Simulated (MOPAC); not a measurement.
# Run report: C$_{2}$H$_{3}$ClGeNO, frequency calculation (part 2 of 2)

Continued. System: C$_{2}$H$_{3}$ClGeNO, multiplicity 2, SMILES C[O][Ge]([Cl])[C]#N. Method: PM6-D3, unrestricted, dispersion D3 (MOPAC 23.2.5). The geometry was optimised with PM6-D3.

Geometry of the input (Å):
```
C  -0.8932  -1.3673  0.5792
O  -0.5026  -0.0160  0.4161
Ge 0.4497  0.6735  -0.8722
Cl 1.8423  -0.8211  -1.5088
C  1.2785  2.2040  -0.1980
N  1.7703  3.1702  0.1936
H  -0.0651  -2.0548  0.3611
H  -1.7601  -1.5727  -0.0623
H  -1.1782  -1.4349  1.6416
```

Output, continued:
```
           1   -0.0946   -0.0623    0.3823    0.0101    0.0962   -0.6867    0.0346    0.0033
           2   -0.0411    0.0006    0.1261   -0.2575   -0.3183   -0.0495   -0.2136    0.0547
           3    0.0085    0.0002    0.0031   -0.3270    0.2705    0.0310   -0.0726   -0.1845
           4   -0.0901   -0.0286    0.2438    0.0121   -0.0536    0.7015   -0.0273    0.0267
           5   -0.0329   -0.1828    0.6587    0.1453    0.1687    0.1287   -0.0386    0.0241
           6    0.0131   -0.0050   -0.0074    0.1533   -0.1141   -0.0184   -0.0098   -0.0357
           7    0.1097   -0.3976   -0.3852   -0.0035   -0.0050   -0.0346   -0.0008   -0.0033
           8   -0.2419    0.2799   -0.3402   -0.0043   -0.0033   -0.0449    0.0052   -0.0026
           9    0.2330    0.1837    0.0288    0.0075   -0.0075   -0.0012    0.0016   -0.0027
          10   -0.1156    0.0445    0.0059    0.0003   -0.0003    0.0034    0.0005   -0.0008
          11    0.2324   -0.0677   -0.0113   -0.0011   -0.0044   -0.0050   -0.0004   -0.0021
          12   -0.2009    0.0447    0.0047   -0.0004    0.0017    0.0026   -0.0008    0.0006
          13    0.0897    0.4080    0.0870   -0.0005    0.0038   -0.0063    0.0001    0.0001
          14    0.6374   -0.2009    0.0225    0.0012    0.0061   -0.0077   -0.0011    0.0003
          15   -0.4382   -0.2942   -0.0333   -0.0049    0.0020   -0.0002   -0.0014    0.0006
          16    0.0545    0.5631    0.0781   -0.0000   -0.0010   -0.0047    0.0021   -0.0007
          17   -0.3257   -0.1566   -0.0497   -0.0001   -0.0011    0.0026   -0.0005    0.0001
          18    0.1720   -0.2105   -0.0394    0.0011   -0.0002    0.0025   -0.0006    0.0002
          19   -0.0236    0.0050    0.0304   -0.0548    0.6166   -0.0051   -0.1577    0.2616
          20   -0.0150    0.0105   -0.0035    0.1456    0.1333    0.0404    0.3712    0.3449
          21   -0.0033   -0.0013   -0.0020    0.1794   -0.1036   -0.0175    0.5071    0.1905
          22   -0.0297   -0.0158    0.0986    0.5729   -0.3093   -0.0751   -0.1774   -0.3046
          23   -0.0078    0.0074    0.0036    0.1563    0.1856    0.0494    0.5887   -0.3941
          24    0.0003   -0.0013    0.0066    0.1172   -0.1155    0.0092   -0.1811   -0.0598
          25   -0.0190   -0.0574    0.2222   -0.5718   -0.3915   -0.0313    0.3200   -0.0398
          26   -0.0157    0.0116    0.0018    0.0468    0.1454   -0.0040   -0.1050   -0.2026
          27    0.0072   -0.0014    0.0037    0.1731   -0.2127   -0.0394   -0.0380    0.6650

   Root No.      17        18        19        20        21

                17 A      18 A      19 A      20 A      21 A

                1349.5    2315.5    2662.3    2668.0    2743.2

           1   -0.2472   -0.0000    0.0269    0.0195   -0.1184
           2   -0.0251    0.0006   -0.2126   -0.1850   -0.0299
           3   -0.0055    0.0005    0.1901   -0.2137    0.0062
           4   -0.1805   -0.0018   -0.0030   -0.0028   -0.0324
           5   -0.0361   -0.0024   -0.0100   -0.0095   -0.0037
           6   -0.0017   -0.0001    0.0074   -0.0093   -0.0001
           7    0.0043   -0.0145    0.0007    0.0007   -0.0005
           8    0.0167    0.0061    0.0010    0.0004   -0.0004
           9   -0.0011    0.0070   -0.0004   -0.0000    0.0004
          10   -0.0004    0.0002    0.0004   -0.0000   -0.0002
          11   -0.0012   -0.0003   -0.0003    0.0001    0.0005
          12    0.0009    0.0004    0.0004   -0.0001   -0.0004
          13    0.0004    0.6599   -0.0002    0.0002   -0.0004
          14   -0.0004   -0.2150    0.0000   -0.0002    0.0002
          15   -0.0003   -0.2923    0.0002   -0.0002   -0.0000
          16    0.0022   -0.5769    0.0002   -0.0000    0.0005
          17   -0.0005    0.1876   -0.0001    0.0000   -0.0002
          18   -0.0008    0.2539   -0.0001    0.0000   -0.0002
          19    0.5561    0.0000   -0.3229   -0.0014    0.1881
          20    0.2059    0.0001    0.5478   -0.0221   -0.3518
          21   -0.1323    0.0002   -0.5156   -0.0394    0.3291
          22    0.4930    0.0004    0.1292   -0.2509    0.1930
          23    0.0449    0.0003   -0.0921    0.0903   -0.0974
          24    0.1906   -0.0005   -0.3090    0.6442   -0.5359
          25    0.4794    0.0013    0.1042    0.1898    0.1614
          26   -0.1514    0.0001    0.3109    0.6050    0.5676
          27   -0.0252    0.0000    0.1393    0.1714    0.1855

          DESCRIPTION OF VIBRATIONS

 VIBRATION          1    1A          ATOM PAIR     ENERGY CONTRIBUTION    RADIAL
 FREQUENCY            73.68         C 1 -- H 7         +22.5% (695.6%)     54.7%
 TRANSITION DIPOLE   0.1674         C 1 -- H 9         +22.2% (691.4%)      0.0%
 TRAVEL (Ang.)       0.8847         C 1 -- H 8         +22.0% (688.6%)     56.0%
 REDUCED MASS        1.1694         C 1 -- O 2         +16.8% (601.6%)      0.0%
 EFFECTIVE MASS    245.8662         C 1 -- Ge3         +15.4% (575.3%)      0.9%
 FORCE CONSTANT      0.0037

 VIBRATION          2    2A          ATOM PAIR     ENERGY CONTRIBUTION    RADIAL
 FREQUENCY            82.31         C 1 -- Ge3         +21.6% (431.2%)     10.6%
 TRANSITION DIPOLE   0.4493         C 1 -- O 2         +18.4% (397.1%)      0.4%
 TRAVEL (Ang.)       0.3954         C 1 -- H 7         +16.8% (380.3%)     13.7%
 REDUCED MASS        5.2412         C 1 -- H 9         +15.7% (367.4%)     66.8%
 EFFECTIVE MASS    147.9072         C 1 -- H 8         +15.4% (363.3%)     56.4%
 FORCE CONSTANT      0.0209

 VIBRATION          3    3A          ATOM PAIR     ENERGY CONTRIBUTION    RADIAL
 FREQUENCY            91.33         C 1 -- H 8         +19.4% (398.1%)     78.6%
 TRANSITION DIPOLE   0.2041         C 1 -- H 7         +18.8% (392.0%)      2.4%
 TRAVEL (Ang.)       0.3870         C 1 -- H 9         +17.9% (382.4%)     57.3%
 REDUCED MASS        4.9301         C 1 -- Ge3         +16.7% (369.1%)      0.4%
 EFFECTIVE MASS    131.4370         C 1 -- O 2         +15.5% (356.1%)      0.0%
 FORCE CONSTANT      0.0242

 VIBRATION          4    4A          ATOM PAIR     ENERGY CONTRIBUTION    RADIAL
 FREQUENCY           113.50         C 1 -- H 8         +23.2% (426.4%)      1.3%
 TRANSITION DIPOLE   0.1913         C 1 -- H 9         +22.8% (423.5%)     54.5%
 TRAVEL (Ang.)       0.4036         C 1 -- H 7         +19.2% (388.5%)     52.9%
 REDUCED MASS        3.6478         C 1 -- Ge3         +15.7% (350.6%)      4.9%
 EFFECTIVE MASS     96.6050         C 1 -- O 2         +14.5% (336.9%)      0.1%
 FORCE CONSTANT      0.0277

 VIBRATION          5    5A          ATOM PAIR     ENERGY CONTRIBUTION    RADIAL
 FREQUENCY           150.82         C 1 -- O 2         +22.5% (177.5%)      0.0%
 TRANSITION DIPOLE   1.0663         C 1 -- H 8         +18.9% (163.0%)     37.1%
 TRAVEL (Ang.)       0.2471         O 2 -- Ge3         +14.9% (144.7%)      0.8%
 REDUCED MASS        7.3231         C 1 -- H 9         +14.0% (140.4%)     33.6%
 EFFECTIVE MASS     45.7381         C 1 -- H 7         +11.2% (125.2%)      1.7%
 FORCE CONSTANT      0.0981

 VIBRATION          6    6A          ATOM PAIR     ENERGY CONTRIBUTION    RADIAL
 FREQUENCY           262.46         C 1 -- O 2         +20.3% (195.7%)      1.0%
 TRANSITION DIPOLE   0.4567         C 1 -- Ge3         +18.2% (185.1%)     96.4%
 TRAVEL (Ang.)       0.2378         C 1 -- H 7         +17.9% (184.0%)     34.1%
 REDUCED MASS        4.5441         C 1 -- H 8         +16.0% (173.5%)      1.9%
 EFFECTIVE MASS     37.8042         C 1 -- H 9         +13.6% (160.2%)     44.8%
 FORCE CONSTANT      0.1844

 VIBRATION          7    7A          ATOM PAIR     ENERGY CONTRIBUTION    RADIAL
 FREQUENCY           361.70         Ge3 -- Cl4         +36.4% ( 84.2%)    100.0%
 TRANSITION DIPOLE   3.2033         Ge3 -- C 5         +35.5% ( 83.3%)      2.9%
 TRAVEL (Ang.)       0.1233         C 5 -- N 6         +19.0% ( 60.9%)      0.0%
 REDUCED MASS       12.2561         C 1 -- Ge3          +3.8% ( 27.2%)      0.5%
 EFFECTIVE MASS     33.1687
 FORCE CONSTANT      0.9447

 VIBRATION          8    8A          ATOM PAIR     ENERGY CONTRIBUTION    RADIAL
 FREQUENCY           392.16         C 5 -- N 6         +42.2% ( 90.5%)      0.0%
 TRANSITION DIPOLE   1.0221         Ge3 -- C 5         +35.8% ( 83.4%)      0.2%
 TRAVEL (Ang.)       0.1597         Ge3 -- Cl4          +3.9% ( 27.5%)     79.1%
 REDUCED MASS        6.7418         C 1 -- Ge3          +3.9% ( 27.3%)      0.8%
 EFFECTIVE MASS     16.5186
 FORCE CONSTANT      0.6109

 VIBRATION          9    9A          ATOM PAIR     ENERGY CONTRIBUTION    RADIAL
 FREQUENCY           392.93         C 5 -- N 6         +35.2% ( 84.0%)      0.0%
 TRANSITION DIPOLE   1.4976         Ge3 -- C 5         +33.4% ( 81.8%)      0.0%
 TRAVEL (Ang.)       0.1660         Ge3 -- Cl4         +10.3% ( 45.5%)     96.9%
 REDUCED MASS        6.2304         C 1 -- Ge3          +5.5% ( 33.2%)      5.0%
 EFFECTIVE MASS     21.5326
 FORCE CONSTANT      0.5668

 VIBRATION         10   10A          ATOM PAIR     ENERGY CONTRIBUTION    RADIAL
 FREQUENCY           523.40         Ge3 -- C 5         +79.3% (189.2%)     96.1%
 TRANSITION DIPOLE   3.1306         C 5 -- N 6         +11.0% ( 70.6%)     25.4%
 TRAVEL (Ang.)       0.1236         O 2 -- Ge3          +2.9% ( 36.2%)      5.0%
 REDUCED MASS        8.4389         Ge3 -- Cl4          +2.3% ( 32.4%)     43.6%
 EFFECTIVE MASS     25.3965
 FORCE CONSTANT      1.3621

 VIBRATION         11   11A          ATOM PAIR     ENERGY CONTRIBUTION    RADIAL
 FREQUENCY           590.86         O 2 -- Ge3         +26.0% (100.0%)     99.0%
 TRANSITION DIPOLE   2.1906         C 1 -- O 2         +19.7% ( 87.1%)      6.3%
 TRAVEL (Ang.)       0.1107         C 1 -- Ge3         +14.1% ( 73.7%)     99.8%
 REDUCED MASS        9.3099         C 1 -- H 9         +12.6% ( 69.6%)     57.1%
 EFFECTIVE MASS     27.4206         C 1 -- H 7         +10.6% ( 64.0%)      1.4%
 FORCE CONSTANT      1.9150         C 1 -- H 8         +10.5% ( 63.6%)      6.2%

 VIBRATION         12   12A          ATOM PAIR     ENERGY CONTRIBUTION    RADIAL
 FREQUENCY          1082.23         C 1 -- H 8         +35.4% ( 75.4%)     12.7%
 TRANSITION DIPOLE   0.3008         C 1 -- H 9         +34.0% ( 73.8%)     12.3%
 TRAVEL (Ang.)       0.3070         C 1 -- H 7         +13.4% ( 46.4%)      0.2%
 REDUCED MASS        0.6612         C 1 -- O 2          +8.8% ( 37.7%)      0.0%
 EFFECTIVE MASS      3.0281
 FORCE CONSTANT      0.4563

 VIBRATION         13   13A          ATOM PAIR     ENERGY CONTRIBUTION    RADIAL
 FREQUENCY          1101.30         C 1 -- H 7         +37.0% ( 77.4%)     20.3%
 TRANSITION DIPOLE   0.3207         C 1 -- H 9         +25.0% ( 63.6%)      4.1%
 TRAVEL (Ang.)       0.3012         C 1 -- H 8         +19.9% ( 56.8%)      3.6%
 REDUCED MASS        0.6747         C 1 -- O 2          +9.4% ( 39.1%)      5.5%
 EFFECTIVE MASS      3.1514
 FORCE CONSTANT      0.4821

 VIBRATION         14   14A          ATOM PAIR     ENERGY CONTRIBUTION    RADIAL
 FREQUENCY          1149.89         C 1 -- O 2         +38.4% ( 99.9%)     98.3%
 TRANSITION DIPOLE   3.0889         C 1 -- Ge3         +12.7% ( 57.4%)     76.9%
 TRAVEL (Ang.)       0.0925         C 1 -- H 7         +12.5% ( 56.9%)      5.3%
 REDUCED MASS        6.8549         C 1 -- H 9         +12.3% ( 56.6%)      7.3%
 EFFECTIVE MASS     14.0382         O 2 -- Ge3         +12.2% ( 56.3%)     60.5%
 FORCE CONSTANT      5.3403         C 1 -- H 8         +11.9% ( 55.7%)     11.0%

 VIBRATION         15   15A          ATOM PAIR     ENERGY CONTRIBUTION    RADIAL
 FREQUENCY          1241.55         C 1 -- H 7         +40.6% ( 56.2%)      1.3%
 TRANSITION DIPOLE   0.3601         C 1 -- H 8         +39.6% ( 55.5%)      1.4%
 TRAVEL (Ang.)       0.3714         C 1 -- H 9         +12.0% ( 30.5%)     34.1%
 REDUCED MASS        0.3937         C 1 -- O 2          +3.9% ( 17.4%)     10.0%
 EFFECTIVE MASS      1.4680
 FORCE CONSTANT      0.3576

 VIBRATION         16   16A          ATOM PAIR     ENERGY CONTRIBUTION    RADIAL
 FREQUENCY          1245.32         C 1 -- H 9         +45.4% ( 58.3%)      0.0%
 TRANSITION DIPOLE   0.4176         C 1 -- H 8         +25.3% ( 43.5%)      6.7%
 TRAVEL (Ang.)       0.3836         C 1 -- H 7         +23.7% ( 42.1%)      6.4%
 REDUCED MASS        0.3679         C 1 -- Ge3          +2.8% ( 14.4%)      3.1%
 EFFECTIVE MASS      1.3335
 FORCE CONSTANT      0.3362

 VIBRATION         17   17A          ATOM PAIR     ENERGY CONTRIBUTION    RADIAL
 FREQUENCY          1349.53         C 1 -- H 7         +38.0% ( 58.2%)      0.5%
 TRANSITION DIPOLE   0.2417         C 1 -- H 8         +28.8% ( 50.7%)      0.4%
 TRAVEL (Ang.)       0.3799         C 1 -- H 9         +25.4% ( 47.6%)      0.5%
 REDUCED MASS        0.3462         C 1 -- Ge3          +3.5% ( 17.7%)     88.7%
 EFFECTIVE MASS      1.6801
 FORCE CONSTANT      0.3714

 VIBRATION         18   18A          ATOM PAIR     ENERGY CONTRIBUTION    RADIAL
 FREQUENCY          2315.51         C 5 -- N 6         +75.1% (100.0%)    100.0%
 TRANSITION DIPOLE   0.1439         Ge3 -- C 5         +24.9% ( 57.6%)     99.9%
 TRAVEL (Ang.)       0.0670
 REDUCED MASS        6.4841
 EFFECTIVE MASS     12.8664
 FORCE CONSTANT     20.4828

 VIBRATION         19   19A          ATOM PAIR     ENERGY CONTRIBUTION    RADIAL
 FREQUENCY          2662.25         C 1 -- H 7         +70.3% ( 86.8%)     99.7%
 TRANSITION DIPOLE   0.5256         C 1 -- H 9         +14.2% ( 39.0%)     84.0%
 TRAVEL (Ang.)       0.2118         C 1 -- H 8         +13.6% ( 38.1%)     83.5%
 REDUCED MASS        0.5645         C 1 -- Ge3          +0.9% ( 10.1%)      7.9%
 EFFECTIVE MASS      1.4756
 FORCE CONSTANT      2.3573

 VIBRATION         20   20A          ATOM PAIR     ENERGY CONTRIBUTION    RADIAL
 FREQUENCY          2668.04         C 1 -- H 8         +51.3% ( 74.1%)     98.1%
 TRANSITION DIPOLE   0.5993         C 1 -- H 9         +46.0% ( 70.2%)     97.8%
 TRAVEL (Ang.)       0.2241         C 1 -- Ge3          +0.9% (  9.8%)      6.7%
 REDUCED MASS        0.5032         C 1 -- O 2          +0.9% (  9.8%)      0.7%
 EFFECTIVE MASS      1.4644
 FORCE CONSTANT      2.1103

 VIBRATION         21   21A          ATOM PAIR     ENERGY CONTRIBUTION    RADIAL
 FREQUENCY          2743.21         C 1 -- H 9         +39.2% ( 60.3%)     96.8%
 TRANSITION DIPOLE   0.4275         C 1 -- H 8         +33.8% ( 56.0%)     96.5%
 TRAVEL (Ang.)       0.2710         C 1 -- H 7         +26.6% ( 49.6%)     95.3%
 REDUCED MASS        0.3347         C 1 -- Ge3          +0.2% (  4.3%)     93.1%
 EFFECTIVE MASS      1.0966
 FORCE CONSTANT      1.4841

      SYMMETRY NUMBER FOR POINT-GROUP C1  =  1

          SYSTEM IS A GROUND STATE

 C2H3ClGeNO

          MOLECULE IS NOT LINEAR

          THERE ARE 21 GENUINE VIBRATIONS IN THIS SYSTEM
          THIS THERMODYNAMICS CALCULATION IS LIMITED TO
          MOLECULES WHICH HAVE NO INTERNAL ROTATIONS

                    CALCULATED THERMODYNAMIC PROPERTIES
                                          *
   TEMP. (K)   PARTITION FUNCTION   H.O.F.    ENTHALPY  HEAT CAPACITY ENTROPY
                                   KCAL/MOL   CAL/MOLE    CAL/K/MOL  CAL/K/MOL

 298.00  VIB.     0.3600D+03                  3505.3171    19.5341    23.4597
         ROT.     0.4003D+06                   888.2803     2.9808    28.6156
         INT.     0.1441D+09                  4393.5974    22.5149    52.0753
         TRA.     0.2051D+28                  1480.4672     4.9680    41.2102
         TOT.                      -32.026    5874.0646    27.4830    93.2855

 300.00  VIB.     0.3746D+03                  3544.4561    19.6048    23.5906
         ROT.     0.4043D+06                   894.2419     2.9808    28.6355
         INT.     0.1514D+09                  4438.6980    22.5856    52.2262
         TRA.     0.2071D+28                  1490.4032     4.9680    41.2434
         TOT.                      -31.971    5929.1012    27.5536    93.4696

 500.00  VIB.     0.1346D+05                  8091.2431    25.4946    35.0756
         ROT.     0.8700D+06                  1490.4032     2.9808    30.1582
         INT.     0.1171D+11                  9581.6463    28.4754    65.2338
         TRA.     0.4457D+28                  2484.0053     4.9680    43.7812
         TOT.                      -25.835   12065.6516    33.4434   109.0151

 700.00  VIB.     0.2740D+06                 13621.4689    29.5706    44.3410
         ROT.     0.1441D+07                  2086.5645     2.9808    31.1612
         INT.     0.3949D+12                 15708.0334    32.5514    75.5022
         TRA.     0.7383D+28                  3477.6075     4.9680    45.4528
         TOT.                      -18.715   19185.6408    37.5194   120.9550

 900.00  VIB.     0.3778D+07                 19842.6379    32.4825    52.1431
         ROT.     0.2101D+07                  2682.7257     2.9808    31.9103
         INT.     0.7937D+13                 22525.3636    35.4633    84.0533
         TRA.     0.1076D+29                  4471.2096     4.9680    46.7014
         TOT.                      -10.904   26996.5732    40.4313   130.7547

   *: NOTE: HEATS OF FORMATION ARE RELATIVE TO THE
            ELEMENTS IN THEIR STANDARD STATE AT 298K
              (=  Standard Enthalpy of Formation).

            Hvib:  Zero-point energy is not included.
                   frequencies of less than zero cm-1 are not included.
            Hrot = (3/2)RT
            Htra = (3/2)RT + pV = (5/2)RT

            Heat capacity is Cp, not Cv

           FORCE CONSTANT IN CARTESIAN COORDINATES (Millidynes/A)

    ATOM   CHEMICAL       X               Y               Z
   NUMBER   SYMBOL  FORCE CONSTANT  FORCE CONSTANT  FORCE CONSTANT

      1       C        6.533127        6.160669        6.087302
      2       O        7.155894        2.544287        0.581712
      3      Ge        4.662575        3.647249        1.566696
      4      Cl        0.491894        1.165235        0.546041
      5       C       17.155462        2.589700        4.051106
      6       N       15.519895        1.855402        3.193582
      7       H        1.295614        2.131363        1.928382
      8       H        1.184450        0.621154        3.531291
      9       H        1.008013        3.485528        0.826225

 *                    *
 * JOB ENDED NORMALLY *
 *                    *

 TOTAL JOB TIME:             0.43 SECONDS

 == MOPAC DONE ==
```

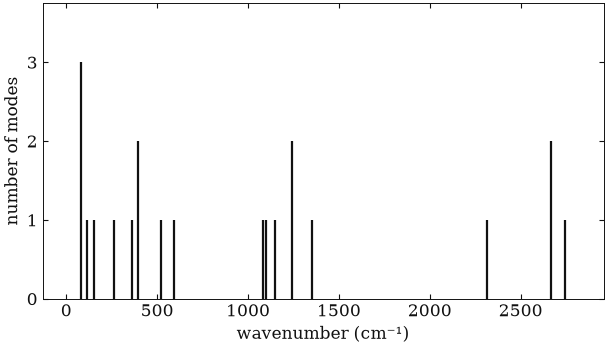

Harmonic vibrational wavenumbers from the force constants; neighbouring modes closer than 12 cm⁻¹ are counted in one stick. 21 modes from 74 to 2743 cm⁻¹, none imaginary.

Results in brief:

| quantity | value |
| --- | --- |
| outcome | converged |
| heat of formation | −32.03 kcal/mol |
| basis functions | 32 |
| zero-point energy | 0.046917 hartree |
| wavenumbers, lowest and highest | 74 and 2743 cm⁻¹ |
| peak memory | 0.074 GiB |

Notes:

MOPAC's energies along a path are heats of formation.
